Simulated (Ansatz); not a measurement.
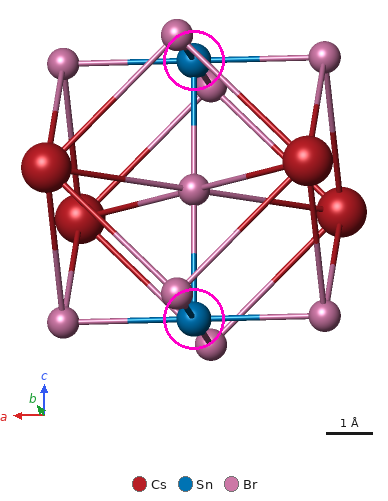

Perfect CsSnBr₃. Style: ball-and-stick. Shown: the atoms within 5.4 Å of one point, from a free direction.

Computed with DFT, PBEsol, PAW, plane waves (Ansatz). (plane-wave cutoff 420 eV; k-point mesh 1 × 1 × 1; mesh shifted by (0.25, 0.25, 0.25); no spin polarisation) Fermi-Dirac smearing of 0.01 eV. The axes drawn are those of the host's conventional cell.

Two tin atoms are replaced by calcium, the two sites 5.8 Å apart at the ringed places, in charge state 0. The supercell has 40 sites, and the atoms are relaxed at the host's cell.

How do the neighbours respond?

Answer. One site: in the host the Sn atom has 6 Br at 2.87 to 2.88 Å; the Ca atom ends with 6 Br at 2.87 to 2.92 Å. The other site: in the host the Sn atom has 6 Br at 2.87 to 2.88 Å; the Ca atom ends with 6 Br at 2.87 to 2.92 Å. Of the host's atoms, a bromine atom moves furthest from its site, by 0.52 Å.

The relaxed defect, seen from the same direction:

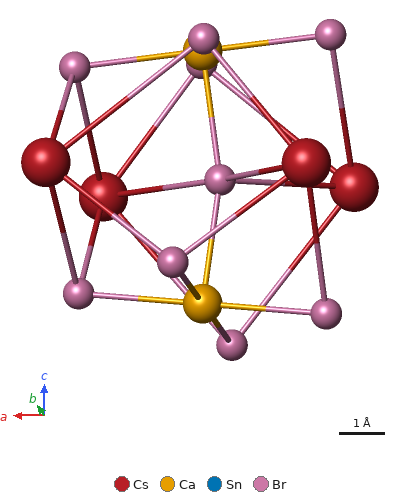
